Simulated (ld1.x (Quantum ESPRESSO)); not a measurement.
# A TM potential for germanium, from input to tests

Do these settings give a usable potential? It is generated, then checked for transferability, scattering, ghosts and hardness.

Method: ld1.x (Quantum ESPRESSO) 7.5, PBE, scalar-relativistic.

**1. Settings**

Typed settings, in words:

* element: germanium (Ge, Z = 32)
* type: norm-conserving Troullier–Martins (Kleinman–Bylander form)
* frozen core: [Ar] 3d10
* valence charge: 4
* reference configuration: 4s2 4p2
* partial waves: 4p (bound): rc 2.50 bohr; 4d channel at 0.2 Ry: rc 1.95 bohr; 4s (bound): rc 1.50 bohr
* local potential: the s channel
* core correction: Bessel-smoothed model core, default radius (core density twice the valence density)

The nodes and maxima of the atom's own shells, from an earlier all-electron run, set the scale for the radii.

All-electron outer shells of the reference configuration (PBE, scalar-relativistic, ld1.x):

```tsv
shell	level (eV)	outermost node (bohr)	outermost maximum (bohr)
3p	-115.62	0.23	0.54
3d	-29.31	–	0.50
4s	-11.73	0.77	1.75
4p	-3.90	0.82	2.22
```

**2. Generation**

Contents of Ge.in:

```
 &input
   title='Ge', zed=32., rel=1, dft='PBE', iswitch=3,
   config='[Ar] 3d10 4s2 4p2 4d-2',
   nld=3, rlderiv=2.70, eminld=-3.0, emaxld=5.0, deld=0.02
 /
 &inputp
   pseudotype=2, tm=.true., lloc=0,
   nlcc=.true., new_core_ps=.true.,
   file_pseudopw='Ge.UPF', file_wfcaegen='ae.wfc', file_wfcncgen='nc.wfc', file_beta='beta', file_chi='chi'
 /
3
4P  2  1   2.00   0.00  2.50  2.50  0.0
4D  3  2  -2.00   0.20  1.95  1.95  0.0
4S  1  0   2.00   0.00  1.50  1.50  0.0
 &test
   configts(1)='4s2 4p2'
 /
```

Run with:

```bash
$ ld1.x < Ge.in > Ge.out
```

The output, Ge.out (without the banner and most projector matrices):

```text
     Program LD1 v.7.5
     --------------------------- All-electron run ----------------------------

     Ge
     scalar relativistic calculation

     atomic number is 32.00
     dft =PBE   lsd =0 sic =0 latt =0  beta=0.20 tr2=1.0E-14
     Exchange-correlation= PBE
                           (   1   4   3   4   0   0   0)
     mesh =1207 r(mesh) = 100.41023 a.u. xmin = -7.00 dx = 0.01250
     1 Ry =  13.60569312 eV, c = 137.03599908

     n l     nl                  e(Ry)          e(Ha)          e(eV)
     1 0     1S 1( 2.00)      -805.6314      -402.8157    -10961.1741
     2 0     2S 1( 2.00)      -100.8250       -50.4125     -1371.7939
     2 1     2P 1( 6.00)       -88.1036       -44.0518     -1198.7111
     3 0     3S 1( 2.00)       -12.3839        -6.1919      -168.4909
     3 1     3P 1( 6.00)        -8.4979        -4.2490      -115.6205
     3 2     3D 1(10.00)        -2.1543        -1.0772       -29.3109
     4 0     4S 1( 2.00)        -0.8622        -0.4311       -11.7311
     4 1     4P 1( 2.00)        -0.2863        -0.1431        -3.8953

     final scf error:  3.0E-15 reached in  36 iterations

     Etot =   -4197.669992 Ry,   -2098.834996 Ha,  -57112.209742 eV

     Ekin =    4273.695468 Ry,    2136.847734 Ha,   58146.589038 eV
     Encl =  -10116.689522 Ry,   -5058.344761 Ha, -137644.573051 eV
     Eh   =    1804.321722 Ry,     902.160861 Ha,   24549.047641 eV
     Exc  =    -158.997660 Ry,     -79.498830 Ha,   -2163.273369 eV

     normalization and overlap integrals

     s(1S/1S) =  1.000000  <r> =   0.0470  <r2> =    0.0030  r(max) =   0.0309
     s(2S/2S) =  1.000000  <r> =   0.2100  <r2> =    0.0520  r(max) =   0.1754
     s(2P/2P) =  1.000000  <r> =   0.1837  <r2> =    0.0414  r(max) =   0.1418
     s(3S/3S) =  1.000000  <r> =   0.6242  <r2> =    0.4495  r(max) =   0.5402
     s(3P/3P) =  1.000000  <r> =   0.6470  <r2> =    0.4929  r(max) =   0.5402
     s(3D/3D) =  1.000000  <r> =   0.7365  <r2> =    0.6969  r(max) =   0.5012
     s(4S/4S) =  1.000000  <r> =   2.1162  <r2> =    5.1841  r(max) =   1.7494
     s(4P/4P) =  1.000000  <r> =   2.8993  <r2> =   10.0650  r(max) =   2.2184

     ------------------------ End of All-electron run ------------------------

     --------------------- Generating NC pseudopotential ---------------------

      Generating local pot.: lloc=0, matching radius rcloc =   1.5000

      Computing core charge for nlcc:

       r > 1.38 : true rho core
      Core charge pseudized with two Bessel functions
      Integrated core pseudo-charge :   8.85

      Wfc   4P  rcut= 2.482  Using Troullier-Martins method

      Wfc   4D  rcut= 1.933  Using Troullier-Martins method

     ------------------- End of pseudopotential generation -------------------

     [... the all-electron block is printed once more ...]


     Computing logarithmic derivative in   2.69267
     Computing logarithmic derivative in   2.69267
     Computing the partial wave expansion
       no projector for channel:   0
     R is outside the sphere for l=    1 j= 0.00
     R is outside the sphere for l=    2 j= 0.00

     ---------------------- Testing the pseudopotential ----------------------

     Ge
     scalar relativistic calculation

     atomic number is 32.00   valence charge is  4.00
     dft =PBE   lsd =0 sic =0 latt =0  beta=0.20 tr2=1.0E-14
     mesh =1207 r(mesh) = 100.41023 xmin = -7.00 dx = 0.01250

     n l     nl             e AE (Ry)        e PS (Ry)    De AE-PS (Ry)
     1 0     4S   1( 2.00)       -0.86222       -0.86222        0.00000
     2 1     4P   1( 2.00)       -0.28630       -0.28630        0.00000

     eps = 5.9E-15  iter = 12

     Etot =   -4197.669992 Ry,   -2098.834996 Ha,  -57112.209742 eV
     Etotps =   -22.619588 Ry,     -11.309794 Ha,    -307.755178 eV

     Ekin =       2.574884 Ry,       1.287442 Ha,      35.033082 eV
     Encl =     -13.553760 Ry,      -6.776880 Ha,    -184.408301 eV
     Ehrt =       5.819853 Ry,       2.909927 Ha,      79.183139 eV
     Ecxc =     -17.470076 Ry,      -8.735038 Ha,    -237.692496 eV
     (Ecc =     -14.914092 Ry,      -7.457046 Ha,    -202.916558 eV)
     Epseu=       0.009511 Ry,       0.004755 Ha,       0.129398 eV

     ---------------------- End of pseudopotential test ----------------------
```

Run time: 1.2 s. Hardware: 1 thread, shared host. This counts the later configuration tests of the new file too.

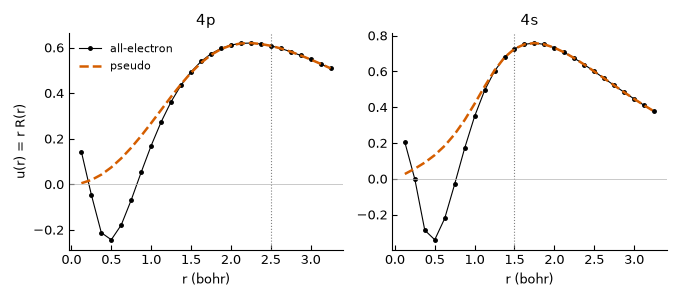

All-electron and pseudo partial waves (4p, 4s), with the matching radii dotted. The curves join 26 sampled radii, too few to resolve the innermost nodes.

**3. Configuration tests**

Contents of Ge.test.in:

```
 &input
   title='Ge', zed=32., rel=1, dft='PBE', iswitch=2,
   config='[Ar] 3d10 4s2 4p2 4d-2'
 /
 &test
   file_pseudo='Ge.UPF', nconf=8,
   configts(1)='4s2 4p2',
   configts(2)='4s2 4p1',
   configts(3)='4s2 4p0',
   configts(4)='4s1 4p0',
   configts(5)='4s1 4p2',
   configts(6)='4s0 4p4',
   configts(7)='4s1 4p3',
   configts(8)='4s2 4p1.5'
 /
```

Run with:

```bash
$ ld1.x < Ge.test.in > Ge.test.out
```

Ge.test.out, the pseudopotential blocks:

```text
     ---------------------- Testing the pseudopotential ----------------------

     Ge
     scalar relativistic calculation

     atomic number is 32.00   valence charge is  4.00
     dft =PBE   lsd =0 sic =0 latt =0  beta=0.20 tr2=1.0E-14
     mesh =1207 r(mesh) = 100.41023 xmin = -7.00 dx = 0.01250

     n l     nl             e AE (Ry)        e PS (Ry)    De AE-PS (Ry)
     1 0     4S   1( 2.00)       -0.86222       -0.86222        0.00000
     2 1     4P   1( 2.00)       -0.28630       -0.28630        0.00000

     eps = 5.9E-15  iter = 12

     Etot =   -4197.669992 Ry,   -2098.834996 Ha,  -57112.209742 eV
     Etotps =   -22.619588 Ry,     -11.309794 Ha,    -307.755178 eV

     Ekin =       2.574884 Ry,       1.287442 Ha,      35.033082 eV
     Encl =     -13.553760 Ry,      -6.776880 Ha,    -184.408301 eV
     Ehrt =       5.819853 Ry,       2.909927 Ha,      79.183139 eV
     Ecxc =     -17.470076 Ry,      -8.735038 Ha,    -237.692496 eV
     (Ecc =     -14.914092 Ry,      -7.457046 Ha,    -202.916558 eV)
     Epseu=       0.009511 Ry,       0.004755 Ha,       0.129398 eV

     ---------------------- End of pseudopotential test ----------------------

     ---------------------- Testing the pseudopotential ----------------------

     Ge
     [...]
     n l     nl             e AE (Ry)        e PS (Ry)    De AE-PS (Ry)
     1 0     4S   1( 2.00)       -1.45956       -1.46154        0.00198
     2 1     4P   1( 1.00)       -0.82628       -0.82745        0.00117

     eps = 3.3E-15  iter =  8

     Etot =   -4197.122869 Ry,   -2098.561434 Ha,  -57104.765750 eV
     Etotps =   -22.071999 Ry,     -11.035999 Ha,    -300.304839 eV
     dEtot_ae =       0.547123 Ry
     dEtot_ps =       0.547590 Ry,   Delta E=      -0.000466 Ry

     [...]
     ---------------------- End of pseudopotential test ----------------------

     ---------------------- Testing the pseudopotential ----------------------

     Ge
     [...]
     n l     nl             e AE (Ry)        e PS (Ry)    De AE-PS (Ry)
     1 0     4S   1( 2.00)       -2.14976       -2.15826        0.00850  !
     2 1     4P   1( 0.00)       -1.45571       -1.46177        0.00606  !

     eps = 9.6E-16  iter =  7

     Etot =   -4195.988126 Ry,   -2097.994063 Ha,  -57089.326796 eV
     Etotps =   -20.933926 Ry,     -10.466963 Ha,    -284.820576 eV
     dEtot_ae =       1.681865 Ry
     dEtot_ps =       1.685662 Ry,   Delta E=      -0.003797 Ry

     [...]
     ---------------------- End of pseudopotential test ----------------------

     ---------------------- Testing the pseudopotential ----------------------

     Ge
     [...]
     n l     nl             e AE (Ry)        e PS (Ry)    De AE-PS (Ry)
     1 0     4S   1( 1.00)       -2.97339       -2.99966        0.02627  !
     2 1     4P   1( 0.00)       -2.20993       -2.23006        0.02013  !

     eps = 2.2E-15  iter =  5

     Etot =   -4193.431031 Ry,   -2096.715516 Ha,  -57054.535744 eV
     Etotps =   -18.359972 Ry,      -9.179986 Ha,    -249.800149 eV
     dEtot_ae =       4.238961 Ry
     dEtot_ps =       4.259616 Ry,   Delta E=      -0.020655 Ry

     [...]
     ---------------------- End of pseudopotential test ----------------------

     ---------------------- Testing the pseudopotential ----------------------

     Ge
     [...]
     n l     nl             e AE (Ry)        e PS (Ry)    De AE-PS (Ry)
     1 0     4S   1( 1.00)       -1.53157       -1.53604        0.00446
     2 1     4P   1( 2.00)       -0.88375       -0.88616        0.00241

     eps = 7.1E-15  iter =  9

     Etot =   -4196.482228 Ry,   -2098.241114 Ha,  -57096.049396 eV
     Etotps =   -21.429887 Ry,     -10.714944 Ha,    -291.568466 eV
     dEtot_ae =       1.187763 Ry
     dEtot_ps =       1.189701 Ry,   Delta E=      -0.001938 Ry

     [...]
     ---------------------- End of pseudopotential test ----------------------

     ---------------------- Testing the pseudopotential ----------------------

     Ge
     [...]
     n l     nl             e AE (Ry)        e PS (Ry)    De AE-PS (Ry)
     1 0     4S   1( 0.00)       -0.99555       -0.99895        0.00341
     2 1     4P   1( 4.00)       -0.38263       -0.38360        0.00097

     eps = 3.3E-15  iter =  8

     Etot =   -4196.479660 Ry,   -2098.239830 Ha,  -57096.014458 eV
     Etotps =   -21.426775 Ry,     -10.713388 Ha,    -291.526129 eV
     dEtot_ae =       1.190331 Ry
     dEtot_ps =       1.192813 Ry,   Delta E=      -0.002482 Ry

     [...]
     ---------------------- End of pseudopotential test ----------------------

     ---------------------- Testing the pseudopotential ----------------------

     Ge
     [...]
     n l     nl             e AE (Ry)        e PS (Ry)    De AE-PS (Ry)
     1 0     4S   1( 1.00)       -0.93246       -0.93408        0.00162
     2 1     4P   1( 3.00)       -0.33685       -0.33729        0.00044

     eps = 8.1E-15  iter = 13

     Etot =   -4197.084042 Ry,   -2098.542021 Ha,  -57104.237489 eV
     Etotps =   -22.033000 Ry,     -11.016500 Ha,    -299.774231 eV
     dEtot_ae =       0.585950 Ry
     dEtot_ps =       0.586589 Ry,   Delta E=      -0.000639 Ry

     [...]
     ---------------------- End of pseudopotential test ----------------------

     ---------------------- Testing the pseudopotential ----------------------

     Ge
     [...]
     n l     nl             e AE (Ry)        e PS (Ry)    De AE-PS (Ry)
     1 0     4S   1( 2.00)       -1.14653       -1.14713        0.00060
     2 1     4P   1( 1.50)       -0.54268       -0.54297        0.00030

     eps = 9.8E-15  iter = 10

     Etot =   -4197.464058 Ry,   -2098.732029 Ha,  -57109.407861 eV
     Etotps =   -22.413566 Ry,     -11.206783 Ha,    -304.952105 eV
     dEtot_ae =       0.205934 Ry
     dEtot_ps =       0.206022 Ry,   Delta E=      -0.000088 Ry

     [...]
     ---------------------- End of pseudopotential test ----------------------
```

Excitation and ionisation energies from 4s2 4p2, with the error of the potential.

```tsv
valence configuration	charge	ΔE all-electron (eV)	error AE − PS (meV)
4s2 4p1	+1	7.444	-6.3
4s2 4p0	+2	22.883	-52
4s1 4p0	+3	57.674	-281
4s1 4p2	+1	16.160	-26
4s0 4p4	0	16.195	-34
4s1 4p3	0	7.972	-8.7
4s2 4p1.5	+0.5	2.802	-1.2
```

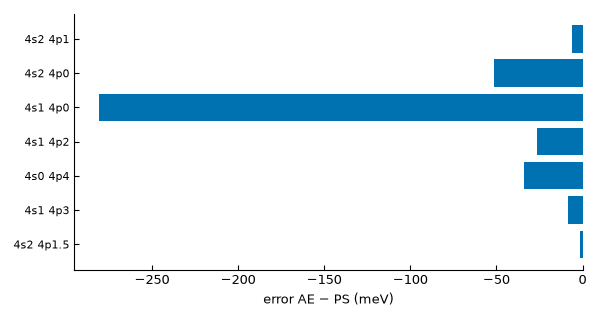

Error of the potential in each test configuration.

**4. Does it scatter like the atom?**

Taken from the files of the generation run. The phase is arctan(r·u′/u) with u = r·R, unwrapped, with energies in Ry. A pole is an energy at which the radial function vanishes at the test radius. The pseudo phase is shifted by a multiple of π to meet the all-electron one at the reference energy. Levels narrower than the energy grid can be missing from the poles. The last column is the largest difference on the grid between −1 and +1 Ry.

| channel | radius (bohr) | reference (Ry) | poles AE | poles PS | window around the reference with phases within 0.05 rad (Ry) | largest difference near zero (rad) |
| --- | --- | --- | --- | --- | --- | --- |
| s | 2.69 | -0.86 | -0.08 | -0.09 | below 2.0 | 0.005 |
| p | 2.69 | -0.29 | 1.00 | 1.00 | below 3.6 | 0.001 |
| d | 2.69 | 0.20 | -2.14, 2.92 | 2.80 | above -2.0 | 0.020 |

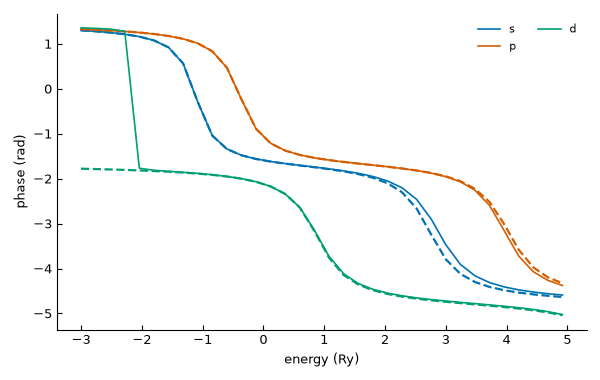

All-electron (solid) and pseudo (dashed) phases against energy.

**5. Plane-wave convergence, by spherical Bessel functions**

This step uses the generator's waves and projectors in a separate script. Basis: spherical Bessel functions vanishing at 20 bohr, q² up to the cutoff; potential fixed at the reference.

All-electron valence levels (Ry): 4p -0.2863, 4s -0.8622. The lowest levels of each channel (Ry) by cutoff; the last column sums, over occupied levels, occupation times the distance from the level at 400 Ry. A positive value at high cutoff is not a bound level.

```
cutoff (Ry)     p #1     d #1     s #1    f #1  Σ f·Δε (mRy)
          8  -0.2819   0.0532  -0.8131  0.1080         106.8
         12  -0.2851   0.0531  -0.8497  0.1080          27.5
         21  -0.2862   0.0523  -0.8555  0.1080          13.5
         30  -0.2863  -1.8182  -0.8588  0.1080           6.9
         45  -0.2863  -7.1783  -0.8618  0.1080           0.8
         55  -0.2863  -7.6834  -0.8619  0.1080           0.7
        400  -0.2863  -7.8489  -0.8622  0.1080           0.0
```

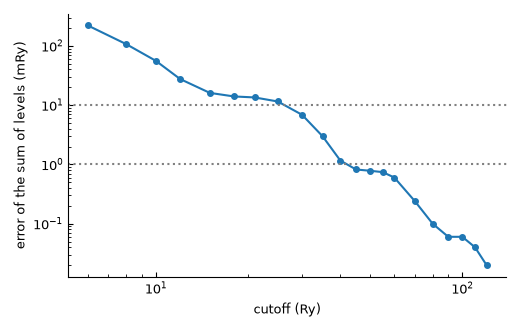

Occupation-weighted error of the valence levels against the cutoff; the dotted lines mark 10 and 1 mRy.

The sum stays within 10 mRy from 30 Ry and within 1 mRy from 45 Ry. The sum leaves out empty levels, which can need more. Ghost test: ghost state, bound below the all-electron valence or empty levels of the same l: d at -106.8 eV.

**6. Results**

| quantity | value |
| --- | --- |
| cutoffs for 10 and 1 mRy, occupied levels | 30 Ry and 45 Ry |
| bound ghosts | d at -106.79 eV |
| largest test error (AE − PS) | -281 meV, for 4s1 4p0 |
| largest phase difference near zero energy, channels read | 0.020 rad |

What this shows: It has a bound ghost (d), a state that the atom doesn't have, and that rules the file out. The worst unpolarised test, 4s1 4p0, is off by 281 meV on 57.7 eV; by total energies transferability rates as poor. That test lies far up in energy; among those under 40 eV, nearer to bonding, the largest error is 52 meV. The potential is soft on the atom at that tolerance: the looser tolerance needs 30 Ry. The slowest occupied level is 4s: taken alone it needs 40 Ry to come within 1 mRy, against 15 Ry for 4p. Near zero energy the phases of the channels with partial waves agree within 0.020 rad. All of this concerns the isolated atom, not yet a solid.
